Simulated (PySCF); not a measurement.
SMILES C=CCCC#N at its GFN2-xTB optimised geometry (Å):

```
13

C      1.4050    -1.3376    -0.9472
C      0.6629    -0.7972     0.0000
C     -0.8341    -0.7972     0.0000
C     -1.3887     0.6392     0.0000
C     -1.0220     1.3376     1.2052
N     -0.7288     1.8760     2.1700
H      2.4804    -1.3139    -0.9120
H      0.9668    -1.8354    -1.7976
H      1.1214    -0.2993     0.8447
H     -1.1972    -1.3157     0.8923
H     -1.2099    -1.3216    -0.8807
H     -2.4804     0.6222    -0.0677
H     -0.9938     1.1926    -0.8570
```

Method: PBE/def2-TZVP (PySCF). Cells within 0.4 Å of a nucleus heavier than hydrogen are left out (blank, or x).

Map of the Laplacian of the electron density (e/bohr⁵) on the plane z = 1.0 Å:

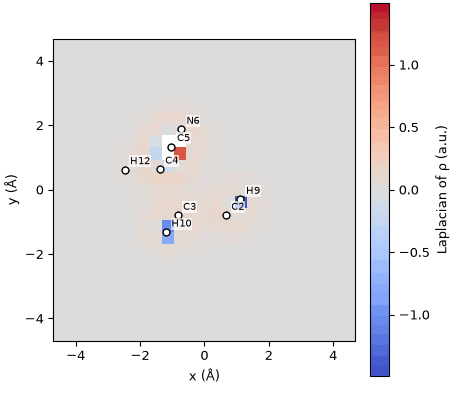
Laplacian of the electron density (e/bohr⁵) on the plane z = 1.0 Å.
